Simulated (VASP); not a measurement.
# Sr3V2O8 with rev-vdW-DF2 + U: from relaxation to properties, part 4 of 6

How well does rev-vdW-DF2 + U reproduce what experiment finds for Sr3V2O8? The cell is relaxed first, and properties follow on it. Left out of this account: 2 further runs (self-consistent run: a volume scan without its fit). The start is a cell from a database of measured crystal structures.

VASP 6.6.1; rev-vdW-DF2, DFT+U (V d 3 eV), spin-polarised from a ferromagnetic start; plane waves and PAW (Sr_sv, V_sv, O).

So far, gap on the k-mesh (eV): step 2 (full relaxation (rev-vdW-DF2 + U)) 3.75. The relaxed cell has a = 5.631, c = 20.206 Å (conventional setting).

### 4. Bands along the symmetry lines (rev-vdW-DF2 + U)

The mesh alone shows little of the dispersion and can miss band extrema, so KPOINTS_OPT adds a path through the symmetry points after the self-consistent cycle.

The input, INCAR:

```
SYSTEM = Sr3V2O8
PREC = Accurate
ENCUT = 520
EDIFF = 1E-06
NELM = 100
ISMEAR = 0
SIGMA = 0.05
LREAL = .FALSE.
ALGO = Normal
GGA = MK
AGGAC = 0
LUSE_VDW = .TRUE.
PARAM1 = 0.1234
PARAM2 = 0.711357
ZAB_VDW = -1.8867
LASPH = .TRUE.
NBANDS = 91
ISPIN = 2
MAGMOM = 0 0 0 2 2 0 0 0 0 0 0 0 0
LDAU = .TRUE.
LDAUTYPE = 2
LDAUL = -1 2 -1
LDAUU = 0 3 0
LDAUJ = 0 0 0
LDAUPRINT = 1
LMAXMIX = 4
LORBIT = 11
LWAVE = .FALSE.
LCHARG = .FALSE.
KPAR = 8
```

The input, POSCAR:

```
Sr3V2O8
1.0
    2.8153953510      4.8764077914      0.0000000000
   -2.8153953510      4.8764077914      0.0000000000
    0.0000000000     -3.2509385276      6.7352845744
Sr V O
3 2 8
Direct
    0.0000000000      0.0000000000      0.0000000000
    0.7982961710      0.7982961710      0.3948885130
    0.2017038290      0.2017038290      0.6051114870
    0.5940169431      0.5940169431      0.7820508292
    0.4059830569      0.4059830569      0.2179491708
    0.6789399833      0.6789399833      0.0368199500
    0.3210600167      0.3210600167      0.9631800500
    0.7321899012      0.2303519877      0.6947317901
    0.7321899012      0.7321899012      0.6947317901
    0.2303519877      0.7321899012      0.6947317901
    0.2678100988      0.7696480123      0.3052682099
    0.7696480123      0.2678100988      0.3052682099
    0.2678100988      0.2678100988      0.3052682099
```

The input, KPOINTS:

```
Automatic mesh
0
Gamma
4 4 4
0 0 0
```

The input, KPOINTS_OPT:

```
Line mode
12
Line-mode
Reciprocal
  0.00000000   0.00000000   0.00000000 GAMMA
  0.00000000   0.50000000   0.00000000 L

  0.00000000   0.50000000   0.00000000 L
 -0.41099100   0.29450450   0.20549550 B1

 -0.29450450   0.29450450   0.50000000 B
  0.00000000   0.00000000   0.50000000 Z

  0.00000000   0.00000000   0.50000000 Z
  0.00000000   0.00000000   0.00000000 GAMMA

  0.00000000   0.00000000   0.00000000 GAMMA
 -0.35274775   0.35274775   0.00000000 X

 -0.35274775   0.29450450   0.35274775 Q
 -0.50000000   0.00000000   0.50000000 F

 -0.50000000   0.00000000   0.50000000 F
 -0.44175675   0.00000000   0.64725225 P1

 -0.44175675   0.00000000   0.64725225 P1
  0.00000000   0.00000000   0.50000000 Z

  0.00000000   0.50000000   0.00000000 L
  0.00000000   0.44175675   0.35274775 P
```

PAW data sets: Sr_sv, V_sv and O (PBE family, release 64).

The run is started by

```bash
$ mpirun -np 8 vasp_std
```

Output:

```text
[banner, memory and clock lines left out]
running    8 mpi-ranks, on    1 nodes
 distrk:  each k-point on    1 cores,    8 groups
 distr:  one band on    1 cores,    1 groups

 POSCAR found type information on POSCAR SrV O
 POSCAR found :  3 types and      13 ions
 [... a notice as in an earlier step ...]

 [... a notice as in an earlier step ...]

 [... a notice as in an earlier step ...]

 LDA part: xc-table for (Slater+PW92), standard interpolation
 POSCAR, INCAR and KPOINTS ok, starting setup
 FFT: planning ... GRIDC
 FFT: planning ... GRID_SOFT
 FFT: planning ... GRID
 WAVECAR not read
 entering main loop
       N       E                     dE             d eps       ncg     rms          rms(c)
DAV:   1     0.987780496195E+03    0.98778E+03   -0.54489E+04  4748   0.115E+03
DAV:   2    -0.252655594671E+02   -0.10130E+04   -0.95982E+03  5082   0.342E+02
DAV:   3    -0.979288942278E+02   -0.72663E+02   -0.71650E+02  5874   0.971E+01
DAV:   4    -0.998018364597E+02   -0.18729E+01   -0.18553E+01  6936   0.130E+01
DAV:   5    -0.998471444463E+02   -0.45308E-01   -0.45299E-01  5968   0.184E+00    0.748E+01
DAV:   6    -0.831866668230E+02    0.16660E+02   -0.87842E+01  5767   0.609E+01    0.432E+01
DAV:   7    -0.784600294155E+02    0.47266E+01   -0.77277E+01  5343   0.610E+01    0.399E+01
DAV:   8    -0.736644507097E+02    0.47956E+01   -0.87357E+00  5270   0.136E+01    0.177E+01
DAV:   9    -0.722459854394E+02    0.14185E+01   -0.16518E+00  5844   0.106E+01    0.491E+00
DAV:  10    -0.722405322109E+02    0.54532E-02   -0.42425E-01  5193   0.285E+00    0.201E+00
DAV:  11    -0.722284283873E+02    0.12104E-01   -0.51143E-02  5421   0.813E-01    0.668E-01
DAV:  12    -0.722291621750E+02   -0.73379E-03   -0.39430E-03  5682   0.380E-01    0.316E-01
DAV:  13    -0.722298515211E+02   -0.68935E-03   -0.16495E-03  5554   0.180E-01    0.182E-01
DAV:  14    -0.722299566329E+02   -0.10511E-03   -0.12203E-04  5813   0.406E-02    0.917E-02
DAV:  15    -0.722299625496E+02   -0.59167E-05   -0.28666E-05  5610   0.323E-02    0.376E-02
DAV:  16    -0.722299651233E+02   -0.25737E-05   -0.29005E-05  5216   0.197E-02    0.155E-02
DAV:  17    -0.722299638264E+02    0.12969E-05   -0.39182E-06  5061   0.107E-02    0.975E-03
DAV:  18    -0.722299632314E+02    0.59506E-06   -0.42722E-07  3056   0.466E-03
   1 F= -.72229963E+02 E0= -.72229963E+02  d E =-.942172E-20  mag=    -0.0001
 Start KPOINTS_OPT (optional k-point list driver)
k-point batch [1-13\108]
       N       E                     dE             ncg
DAV:   1    -0.367470040536E+04   -0.19568E+05     4772
DAV:   2    -0.164547463707E+05   -0.12780E+05     5223
DAV:   3    -0.173584891913E+05   -0.90374E+03     5994
DAV:   4    -0.173803068575E+05   -0.21818E+02     6912
DAV:   5    -0.173806112361E+05   -0.30438E+00     5880
DAV:   6    -0.173806149532E+05   -0.37171E-02     6670
DAV:   7    -0.173806150061E+05   -0.52860E-04     5840
DAV:   8    -0.173806150081E+05   -0.20519E-05     4448
DAV:   9    -0.173806150083E+05   -0.18352E-06     3560
[...]
k-point batch [105-108\108]
       N       E                     dE             ncg
DAV:   1     0.187790898357E+05   -0.10479E+05     1472
DAV:   2     0.148362332294E+05   -0.39429E+04     1600
DAV:   3     0.145565514103E+05   -0.27968E+03     1840
DAV:   4     0.145496208787E+05   -0.69305E+01     2120
DAV:   5     0.145495069836E+05   -0.11390E+00     1752
DAV:   6     0.145495050594E+05   -0.19243E-02     2064
DAV:   7     0.145495050215E+05   -0.37896E-04     1752
DAV:   8     0.145495050196E+05   -0.18436E-05     1344
DAV:   9     0.145495050195E+05   -0.12563E-06     1072
```

The job ended after 13 min (8 MPI ranks of Intel Xeon Platinum 8488C (Sapphire Rapids), shared host; peak memory 8.6 GiB).

From OUTCAR (step 4):

```text
The static configuration has the point symmetry D_3d.

 Found     13 irreducible k-points:

   k-points           NKPTS =     13   k-points in BZ     NKDIM =     13   number of bands    NBANDS=     91

   NELECT =     104.0000    total number of electrons

atom =   4  type =  2  l = 2

 onsite density matrix

spin component  1

  0.3278  0.0000 -0.0000  0.0761 -0.0000
  0.0000  0.2905  0.0000 -0.0000  0.0761
 -0.0000  0.0000  0.3858  0.0000  0.0000
  0.0761 -0.0000  0.0000  0.2905  0.0000
 -0.0000  0.0761  0.0000  0.0000  0.3278

spin component  2

 occupancies and eigenvectors

  o =  0.2308  v =  0.0000  0.0000  0.0000  0.0000  0.0000 -0.6173  0.0000 -0.0000  0.7867 -0.0000      0.0000  0.0000  0.0000  0.0000  0.0000  0.0000  0.0000  0.0000  0.0000  0.0000
  o =  0.2308  v =  0.0000  0.0000  0.0000  0.0000  0.0000  0.0000  0.7867  0.0000  0.0000 -0.6173      0.0000  0.0000  0.0000  0.0000  0.0000  0.0000  0.0000  0.0000  0.0000  0.0000
  o =  0.2308  v = -0.6173  0.0000 -0.0000  0.7867 -0.0000  0.0000  0.0000  0.0000  0.0000  0.0000      0.0000  0.0000  0.0000  0.0000  0.0000  0.0000  0.0000  0.0000  0.0000  0.0000
  o =  0.2308  v =  0.0000  0.7867  0.0000  0.0000 -0.6173  0.0000  0.0000  0.0000  0.0000  0.0000      0.0000  0.0000  0.0000  0.0000  0.0000  0.0000  0.0000  0.0000  0.0000  0.0000
  o =  0.3858  v =  0.0000  0.0000  0.0000  0.0000  0.0000  0.0000  0.0000 -1.0000  0.0000  0.0000      0.0000  0.0000  0.0000  0.0000  0.0000  0.0000  0.0000  0.0000  0.0000  0.0000
  o =  0.3858  v =  0.0000  0.0000 -1.0000  0.0000  0.0000  0.0000  0.0000  0.0000  0.0000  0.0000      0.0000  0.0000  0.0000  0.0000  0.0000  0.0000  0.0000  0.0000  0.0000  0.0000
  o =  0.3874  v =  0.0000  0.0000  0.0000  0.0000  0.0000 -0.7867  0.0000  0.0000 -0.6173  0.0000      0.0000  0.0000  0.0000  0.0000  0.0000  0.0000  0.0000  0.0000  0.0000  0.0000
  o =  0.3874  v =  0.0000  0.0000  0.0000  0.0000  0.0000  0.0000  0.6173  0.0000  0.0000  0.7867      0.0000  0.0000  0.0000  0.0000  0.0000  0.0000  0.0000  0.0000  0.0000  0.0000
  o =  0.3874  v = -0.7867  0.0000  0.0000 -0.6173  0.0000  0.0000  0.0000  0.0000  0.0000  0.0000      0.0000  0.0000  0.0000  0.0000  0.0000  0.0000  0.0000  0.0000  0.0000  0.0000
  o =  0.3874  v =  0.0000  0.6173  0.0000  0.0000  0.7867  0.0000  0.0000  0.0000  0.0000  0.0000      0.0000  0.0000  0.0000  0.0000  0.0000  0.0000  0.0000  0.0000  0.0000  0.0000

atom =   5  type =  2  l = 2

 onsite density matrix

spin component  1

  0.3278  0.0000  0.0000  0.0761 -0.0000
  0.0000  0.2905  0.0000 -0.0000  0.0761
  0.0000  0.0000  0.3858  0.0000  0.0000
  0.0761 -0.0000  0.0000  0.2905  0.0000
 -0.0000  0.0761  0.0000  0.0000  0.3278

spin component  2

 occupancies and eigenvectors

  o =  0.2308  v =  0.0000  0.0000  0.0000  0.0000  0.0000 -0.6173  0.0000  0.0000  0.7867 -0.0000      0.0000  0.0000  0.0000  0.0000  0.0000  0.0000  0.0000  0.0000  0.0000  0.0000
  o =  0.2308  v =  0.0000  0.0000  0.0000  0.0000  0.0000  0.0000 -0.7867 -0.0000  0.0000  0.6173      0.0000  0.0000  0.0000  0.0000  0.0000  0.0000  0.0000  0.0000  0.0000  0.0000
  o =  0.2308  v = -0.6173  0.0000  0.0000  0.7867 -0.0000  0.0000  0.0000  0.0000  0.0000  0.0000      0.0000  0.0000  0.0000  0.0000  0.0000  0.0000  0.0000  0.0000  0.0000  0.0000
  o =  0.2308  v =  0.0000 -0.7867 -0.0000  0.0000  0.6173  0.0000  0.0000  0.0000  0.0000  0.0000      0.0000  0.0000  0.0000  0.0000  0.0000  0.0000  0.0000  0.0000  0.0000  0.0000
  o =  0.3858  v =  0.0000  0.0000  0.0000  0.0000  0.0000  0.0000  0.0000 -1.0000  0.0000  0.0000      0.0000  0.0000  0.0000  0.0000  0.0000  0.0000  0.0000  0.0000  0.0000  0.0000
  o =  0.3858  v =  0.0000  0.0000 -1.0000  0.0000  0.0000  0.0000  0.0000  0.0000  0.0000  0.0000      0.0000  0.0000  0.0000  0.0000  0.0000  0.0000  0.0000  0.0000  0.0000  0.0000
  o =  0.3874  v =  0.0000  0.0000  0.0000  0.0000  0.0000 -0.7867  0.0000 -0.0000 -0.6173  0.0000      0.0000  0.0000  0.0000  0.0000  0.0000  0.0000  0.0000  0.0000  0.0000  0.0000
  o =  0.3874  v =  0.0000  0.0000  0.0000  0.0000  0.0000  0.0000  0.6173  0.0000  0.0000  0.7867      0.0000  0.0000  0.0000  0.0000  0.0000  0.0000  0.0000  0.0000  0.0000  0.0000
  o =  0.3874  v = -0.7867  0.0000 -0.0000 -0.6173  0.0000  0.0000  0.0000  0.0000  0.0000  0.0000      0.0000  0.0000  0.0000  0.0000  0.0000  0.0000  0.0000  0.0000  0.0000  0.0000
  o =  0.3874  v =  0.0000  0.6173  0.0000  0.0000  0.7867  0.0000  0.0000  0.0000  0.0000  0.0000      0.0000  0.0000  0.0000  0.0000  0.0000  0.0000  0.0000  0.0000  0.0000  0.0000

 E-fermi :   1.8030

 spin component 1
 k-point     1 :       0.0000    0.0000    0.0000
  band No.  band energies     occupation
    ...
     48       1.0337      1.00000
     49       1.1580      1.00000
     50       1.1580      1.00000
     51       1.2301      1.00000
     52       1.4899      1.00000
     53       5.4887      0.00000
     54       5.4887      0.00000
     55       5.5252      0.00000
     56       5.5252      0.00000
     57       6.3445      0.00000
    ...

 k-point     2 :       0.2500    0.0000    0.0000
  band No.  band energies     occupation
    ...
     48       1.0239      1.00000
     49       1.1055      1.00000
     50       1.1326      1.00000
     51       1.1953      1.00000
     52       1.2652      1.00000
     53       5.3907      0.00000
     54       5.5436      0.00000
     55       5.6218      0.00000
     56       5.6794      0.00000
     57       6.4461      0.00000
    ...

 k-point     3 :       0.5000    0.0000    0.0000
  band No.  band energies     occupation
    ...
     48       0.8546      1.00000
     49       0.9711      1.00000
     50       1.0872      1.00000
     51       1.1983      1.00000
     52       1.2659      1.00000
     53       5.2420      0.00000
     54       5.6497      0.00000
     55       5.7277      0.00000
     56       5.8379      0.00000
     57       6.2060      0.00000
    ...

 k-point     4 :       0.2500    0.2500    0.0000
  band No.  band energies     occupation
    ...
     48       0.9486      1.00000
     49       1.0691      1.00000
     50       1.2015      1.00000
     51       1.2148      1.00000
     52       1.3425      1.00000
     53       5.4686      0.00000
     54       5.5390      0.00000
     55       5.5693      0.00000
     56       5.6508      0.00000
     57       6.3655      0.00000
    ...

Total vdW correction in eV:     17.8635147

  Total        0.0132713      0.0132713      0.0281432      0.0000000      0.0000000      0.0000000
  in kB        0.1149738      0.1149738      0.2438137      0.0000000      0.0000000      0.0000000
  external PRESSURE =       0.1579204 kB  Pullay stress =       0.0000000 kB

 POSITION                                       TOTAL-FORCE (eV/Angst)
 -----------------------------------------------------------------------------------
      0.00000      0.00000      0.00000        -0.000000      0.000000     -0.000000
      0.00000      6.50188      2.65969        -0.000000     -0.000000     -0.002333
      0.00000      0.00000      4.07560        -0.000000      0.000000      0.002333
      0.00000      3.25094      5.26733        -0.000000     -0.000000     -0.003676
      0.00000      3.25094      1.46795        -0.000000      0.000000      0.003676
      0.00000      6.50188      0.24799        -0.000000      0.000000      0.004418
      0.00000      0.00000      6.48729        -0.000000     -0.000000     -0.004418
      1.41287      2.43522      4.67922         0.006780     -0.003914     -0.003023
      0.00000      4.88238      4.67922        -0.000000      0.007829     -0.003023
     -1.41287      2.43522      4.67922        -0.006780     -0.003914     -0.003023
     -1.41287      4.06666      2.05607        -0.006780      0.003914      0.003023
      1.41287      4.06666      2.05607         0.006780      0.003914      0.003023
      0.00000      1.61949      2.05607        -0.000000     -0.007829      0.003023
 -----------------------------------------------------------------------------------
    total drift:                                0.000000      0.000000     -0.000000

  FREE ENERGIE OF THE ION-ELECTRON SYSTEM (eV)
  ---------------------------------------------------
  free  energy   TOTEN  =       -72.2299632314 eV

  energy  without entropy=      -72.2299632314  energy(sigma->0) =      -72.22996323

Total vdW correction in eV:     17.8635954

 magnetization (x)
# of ion       s       p       d       tot
------------------------------------------
    1        0.000  -0.000  -0.000  -0.000
    2        0.000  -0.000  -0.000  -0.000
    3        0.000  -0.000  -0.000  -0.000
    4        0.000  -0.000   0.000   0.000
    5        0.000  -0.000   0.000   0.000
    6        0.000   0.000   0.000   0.000
    7        0.000   0.000   0.000   0.000
    8        0.000   0.000   0.000   0.000
    9        0.000   0.000   0.000   0.000
   10        0.000   0.000   0.000   0.000
   11        0.000   0.000   0.000   0.000
   12        0.000   0.000   0.000   0.000
   13        0.000   0.000   0.000   0.000
--------------------------------------------------
tot          0.000   0.000   0.000   0.000

[... 8 parts as in an earlier step ...]

[... 5 further parts left out ...]
```

The cell is typed on its shortest vectors, so the axes of tensors and the coordinates of k-points follow the printed cell and not the standard setting.

Numbers from this step:

| Item | Value |
| --- | --- |
| bands | 91 |
| Fermi energy | 1.803 eV |
| pressure | 0.01579 GPa |
| least gap on mesh and path | 3.752 eV |
| least direct gap on mesh and path | 3.917 eV |
| least direct gap at k | 0, 0.4629, 0.2245 |

Both spin channels agree. Electronic bands along the path, in eV, zero at the valence-band top; v1 is the highest filled band, c1 the lowest empty one:

```csv
point,v4,v3,v2,v1,c1,c2,c3,c4
Γ,-0.33,-0.33,-0.26,0.00,4.00,4.00,4.04,4.04
L,-0.52,-0.40,-0.29,-0.22,3.75,4.16,4.24,4.35
B1,-0.47,-0.40,-0.26,-0.25,3.98,4.02,4.13,4.24
jump to B,-0.47,-0.40,-0.26,-0.25,3.98,4.02,4.13,4.24
Z,-0.25,-0.01,0.00,0.00,3.96,3.96,4.06,4.06
Γ,-0.33,-0.33,-0.26,0.00,4.00,4.00,4.04,4.04
X,-0.45,-0.42,-0.37,-0.20,3.98,4.01,4.16,4.24
jump to Q,-0.45,-0.42,-0.37,-0.20,3.98,4.01,4.16,4.24
F,-0.47,-0.42,-0.25,-0.06,4.01,4.01,4.16,4.25
P1,-0.52,-0.40,-0.29,-0.06,3.89,4.09,4.18,4.25
Z,-0.25,-0.01,0.00,0.00,3.96,3.96,4.06,4.06
jump to L,-0.52,-0.40,-0.29,-0.22,3.75,4.16,4.24,4.35
P,-0.52,-0.40,-0.29,-0.06,3.89,4.09,4.18,4.25
```

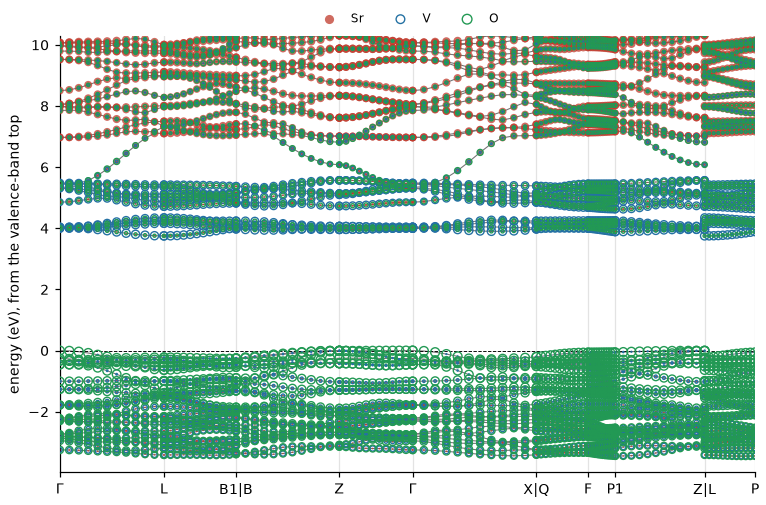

Electronic bands along the path; dots are coloured as in the legend, and their area grows with the weight.

The path finds the gap of the mesh within 0.02 eV, so the mesh comes close to both band edges.

(Continued in part 5 of 6.)

[Lines on the potential files, build, host, timing and source positions are cut from VASP's logs without a mark.]

[Logs are printed without paths, hosts, clocks, repeated set-up lines and the standing remarks that a program may print on its own settings, such as how far it seeks lower states.]

[Hosts, paths, dates, database ids (printed as entryN), source tags and the programs' standing remarks are cut or masked in the printed files.]

[A measured line is paired with the nearest computed mode of its activity, which favours agreement.]

[In band tables of VASP the shares of atoms and orbitals are scaled to a sum of 1 inside the atoms' spheres.]
